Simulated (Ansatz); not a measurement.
**C₂H₇AlOS: how energies converge with the basis set**

How large a basis does C₂H₇AlOS need? Two functionals are run in growing sets.

Program: Ansatz 0.2.0, Gaussian basis. Level of theory: one geometry, several basis sets. These are calculated values, not measurements.

Plan: PBE0-D4/def2-SVP; ωB97M-V/def2-SVP; PBE0-D4/def2-QZVPP; ωB97M-V/def2-QZVPP; the functionals' def2-TZVPP values are taken from earlier runs.

**1. The relaxed structure**

All runs share one geometry, relaxed beforehand with PBE0-D4 in a triple-zeta def2 set.

SMILES `[CH3][AlH][O]CS`, 12 atoms, charge 0, spin multiplicity 1.

Atoms are counted from 1 here; the program's logs count them from 0.

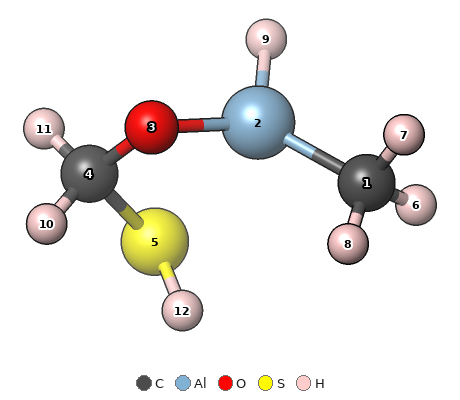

The geometry (carbon dark grey, aluminium light blue, oxygen red, sulfur yellow, hydrogen pink); atoms are numbered from 1 in the order of the file.

As a file:

```mol
C2H7AlOS
  3D, bonds by distance, orders not assigned

 12 11  0  0  0  0  0  0  0  0999 V2000
   -1.6240    0.9463    0.8931 C   0  0
   -0.3648   -0.5248    0.6763 Al  0  0
    1.3623   -0.1248    0.5996 O   0  0
    1.8143   -0.5287   -0.6140 C   0  0
    0.3405   -0.7579   -1.7684 S   0  0
   -2.6018    0.6967    0.4691 H   0  0
   -1.7878    1.1646    1.9540 H   0  0
   -1.2766    1.8704    0.4230 H   0  0
   -0.6988   -2.0148    1.1189 H   0  0
    2.4859    0.1883   -1.0966 H   0  0
    2.2807   -1.5232   -0.6194 H   0  0
    0.1472    0.5522   -2.0017 H   0  0
  1  2  8  0
  2  3  8  0
  3  4  8  0
  4  5  8  0
  1  6  8  0
  1  7  8  0
  1  8  8  0
  2  9  8  0
  4 10  8  0
  4 11  8  0
  5 12  8  0
M  END
```

**2. PBE0-D4 in def2-SVP**

in.yaml

```yaml
crystal:
  periodic: [false, false, false]
  atoms:
    - {symbol: C, position_ang: [-1.624049, 0.946344, 0.893129]}
    - {symbol: Al, position_ang: [-0.364757, -0.524764, 0.676312]}
    - {symbol: O, position_ang: [1.362334, -0.124785, 0.599618]}
    - {symbol: C, position_ang: [1.814275, -0.528709, -0.614039]}
    - {symbol: S, position_ang: [0.340498, -0.757877, -1.768353]}
    - {symbol: H, position_ang: [-2.601849, 0.696720, 0.469140]}
    - {symbol: H, position_ang: [-1.787763, 1.164644, 1.953967]}
    - {symbol: H, position_ang: [-1.276641, 1.870437, 0.423008]}
    - {symbol: H, position_ang: [-0.698796, -2.014765, 1.118949]}
    - {symbol: H, position_ang: [2.485852, 0.188269, -1.096571]}
    - {symbol: H, position_ang: [2.280714, -1.523164, -0.619376]}
    - {symbol: H, position_ang: [0.147180, 0.552249, -2.001685]}
basis:
  gaussian: {orbitals: def2-SVP}
hamiltonian: {xc: pbe0, dispersion: d4}
output: {orbitals: {seedname: orbitals}}
```

What it wrote:

```text
Functional definition: PBE0
  name "PBE0"
  cite "Adamo & Barone, J. Chem. Phys. 110, 6158 (1999) doi:10.1063/1.478522"
  cite "Perdew, Burke & Ernzerhof, Phys. Rev. Lett. 77, 3865 (1996) doi:10.1103/PhysRevLett.77.3865"
  parent pbe
  parameter a = 0.25
  parameter kappa = 0.804
  parameter beta = 0.06672455060314922
  exchange = (1 - a)*pbe_x(kappa = kappa, mu = beta*pi^2/3) + a*exact_x
  correlation = pbe_c(beta = beta)
1299 factors; their error is unknown
mean field evaluation 1: about -21639.5864 eV, gradient 6.2e1 eV
mean field evaluation 2: about -21628.5969 eV, gradient 9.4e1 eV
mean field evaluation 4: about -21648.2158 eV, gradient 4.6e0 eV
mean field evaluation 8: about -21648.2622 eV, gradient 5.2e-2 eV
mean field evaluation 16: about -21648.4160 eV, gradient 1.9e-5 eV
mean field -21648.41602895 eV, -795.5646152403 hartree, gradient 1.9e-5 eV, S^2 0.000000; 0 other end points of the search recorded, 0 dependent functions left out
reference -21648.41605995 eV, -795.5646163797 hartree; 28, 28 occupied and 85, 85 virtual orbitals, 1299 factors
Total energy: -21648.64606450 eV, -795.5730688910 hartree
```

Wall time 1.4 s (4 threads, shared host); peak memory 0.28 GiB.

**3. ωB97M-V in def2-SVP**

Changes to in.yaml since step 2:

```diff
@@ -17,3 +17,3 @@
   gaussian: {orbitals: def2-SVP}
-hamiltonian: {xc: pbe0, dispersion: d4}
+hamiltonian: {xc: {name: wB97M-V}}
 output: {orbitals: {seedname: orbitals}}
```

What it wrote, cut to the lines that bear on the results:

```text
Functional definition: wB97M-V
  name "wB97M-V"
  cite "Mardirossian & Head-Gordon, J. Chem. Phys. 144, 214110 (2016) doi:10.1063/1.4952647"
  cite "Becke, J. Chem. Phys. 107, 8554 (1997) doi:10.1063/1.475007"
  cite "Vydrov & Van Voorhis, J. Chem. Phys. 133, 244103 (2010) doi:10.1063/1.3521275"
  # Of w^i u^j: cxij and so on, Table III.
[...]
  gx(w, u) = 1 - cx + cx01*u + cx10*w
  gss(w, u) = css00 + css04*u^4 + css10*w + css20*w^2 + css43*w^4*u^3
  gos(w, u) = cos00 + cos10*w + (cos20 + cos21*u)*w^2 + (cos60 + cos61*u)*w^6
[...]
      + integral(e_c_pw_mod_opposite_spin*gos(b97_w_opposite, b97_u_opposite)) + vv10(b, c)
1277 factors; their error is unknown
339 factors; integrals over basis functions are off by at most 8.3e-6 eV
[...]
mean field -21657.08136085 eV, -795.8830603142 hartree, gradient 7.5e-5 eV, S^2 0.000000; 0 other end points of the search recorded, 0 dependent functions left out
reference -21657.08141032 eV, -795.8830621321 hartree; 28, 28 occupied and 85, 85 virtual orbitals, 1277 factors
Total energy: -21657.08141032 eV, -795.8830621321 hartree
```

Wall time 4.4 s (4 threads, shared host); peak memory 0.39 GiB.

**4. PBE0-D4 in def2-QZVPP**

Changes to in.yaml since step 3:

```diff
@@ -16,4 +16,4 @@
 basis:
-  gaussian: {orbitals: def2-SVP}
-hamiltonian: {xc: {name: wB97M-V}}
+  gaussian: {orbitals: "def2-QZVPP.json"}
+hamiltonian: {xc: pbe0, dispersion: d4}
 output: {orbitals: {seedname: orbitals}}
```

What it wrote:

```text
Functional definition: PBE0
  name "PBE0"
  cite "Adamo & Barone, J. Chem. Phys. 110, 6158 (1999) doi:10.1063/1.478522"
  cite "Perdew, Burke & Ernzerhof, Phys. Rev. Lett. 77, 3865 (1996) doi:10.1103/PhysRevLett.77.3865"
  parent pbe
  parameter a = 0.25
  parameter kappa = 0.804
  parameter beta = 0.06672455060314922
  exchange = (1 - a)*pbe_x(kappa = kappa, mu = beta*pi^2/3) + a*exact_x
  correlation = pbe_c(beta = beta)
1747 factors; their error is unknown
mean field evaluation 1: about -21647.7555 eV, gradient 7.7e1 eV
mean field evaluation 2: about -21624.1147 eV, gradient 1.3e2 eV
mean field evaluation 4: about -21660.0595 eV, gradient 8.7e0 eV
mean field evaluation 8: about -21660.2057 eV, gradient 1.8e-1 eV
mean field evaluation 16: about -21660.2213 eV, gradient 2.2e-4 eV
mean field -21660.22126364 eV, -795.9984496135 hartree, gradient 3.5e-5 eV, S^2 0.000000; 0 other end points of the search recorded, 0 dependent functions left out
reference -21660.22130830 eV, -795.9984512547 hartree; 28, 28 occupied and 493, 493 virtual orbitals, 1747 factors
Total energy: -21660.45131285 eV, -796.0069037661 hartree
```

Wall time 11 s (4 threads, shared host); peak memory 2.1 GiB.

**5. ωB97M-V in def2-QZVPP**

Changes to in.yaml since step 4:

```diff
@@ -17,3 +17,3 @@
   gaussian: {orbitals: "def2-QZVPP.json"}
-hamiltonian: {xc: pbe0, dispersion: d4}
+hamiltonian: {xc: {name: wB97M-V}}
 output: {orbitals: {seedname: orbitals}}
```

What it wrote, cut to the lines that bear on the results:

```text
Functional definition: wB97M-V
  name "wB97M-V"
  cite "Mardirossian & Head-Gordon, J. Chem. Phys. 144, 214110 (2016) doi:10.1063/1.4952647"
  cite "Becke, J. Chem. Phys. 107, 8554 (1997) doi:10.1063/1.475007"
  cite "Vydrov & Van Voorhis, J. Chem. Phys. 133, 244103 (2010) doi:10.1063/1.3521275"
  # Of w^i u^j: cxij and so on, Table III.
[...]
  gx(w, u) = 1 - cx + cx01*u + cx10*w
  gss(w, u) = css00 + css04*u^4 + css10*w + css20*w^2 + css43*w^4*u^3
  gos(w, u) = cos00 + cos10*w + (cos20 + cos21*u)*w^2 + (cos60 + cos61*u)*w^6
[...]
      + integral(e_c_pw_mod_opposite_spin*gos(b97_w_opposite, b97_u_opposite)) + vv10(b, c)
1676 factors; their error is unknown
441 factors; integrals over basis functions are off by at most 6.7e-6 eV
[...]
mean field -21669.00580243 eV, -796.3212754598 hartree, gradient 7.7e-5 eV, S^2 0.000000; 0 other end points of the search recorded, 0 dependent functions left out
reference -21669.00587455 eV, -796.3212781100 hartree; 28, 28 occupied and 493, 493 virtual orbitals, 1676 factors
Total energy: -21669.00587455 eV, -796.3212781100 hartree
```

Run time: 21 s. Hardware: 4 threads, shared host; peak memory 2.5 GiB.

**6. Density functionals: the series**

The def2-TZVPP values come from earlier runs at the same geometry.

| functional | basis | functions | energy (eV) | from the largest (eV) | HOMO (eV) | LUMO (eV) |
| --- | --- | --- | --- | --- | --- | --- |
| PBE0-D4 | def2-SVP | 113 | -21648.6461 | 11.805 | -7.32 | -0.11 |
| PBE0-D4 | def2-TZVPP | 275 | -21659.6652 | 0.786 | -7.40 | -0.48 |
| PBE0-D4 | def2-QZVPP | 521 | -21660.4513 | 0.000 | -7.42 | -0.61 |
| ωB97M-V | def2-SVP | 113 | -21657.0814 | 11.924 | -9.56 | 1.84 |
| ωB97M-V | def2-TZVPP | 275 | -21668.2550 | 0.751 | -9.65 | 1.35 |
| ωB97M-V | def2-QZVPP | 521 | -21669.0059 | 0.000 | -9.68 | 0.97 |

**7. Outcome**

```
                                       quantity           value
PBE0-D4: double and triple zeta above quadruple  11.81, 0.79 eV
ωB97M-V: double and triple zeta above quadruple  11.92, 0.75 eV
```

What this shows: For PBE0-D4 the step from double to triple zeta gains 11.02 eV and the next only 0.79 eV. These are total energies; as a rule much of such shifts cancels in differences, which this series doesn't test. The LUMO of ωB97M-V is positive and keeps falling with the basis (1.84 to 0.97 eV): an unbound level that the basis holds in place.

For PBE0-D4 the largest set took about 8 times as long as the smallest (11 s against 1.4 s).
